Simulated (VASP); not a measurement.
Band structure of CdS (zinc blende). These are optB88-vdW, VASP's PBE PAW potentials (set 64) (plane waves; VASP) values and carry that method's errors.

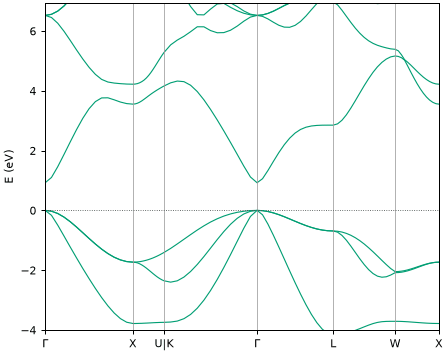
*Bands along high-symmetry lines, zero at the valence-band maximum or, without a gap, the Fermi level*

Read the plot: is there a gap, and where are the band edges?

The gap is direct, 0.92 eV, from the valence maximum at Γ to the conduction minimum at Γ. (Edges off the drawn lines would not show.)

Measured: gap 2.48 eV at 4 K (computed value off by -1.56 eV), as given by arXiv:1206.3780.

The compound is CdS in the zinc blende structure, a metastable form; wurtzite is the usual one. It was relaxed first, which changed the volume by +5 %.
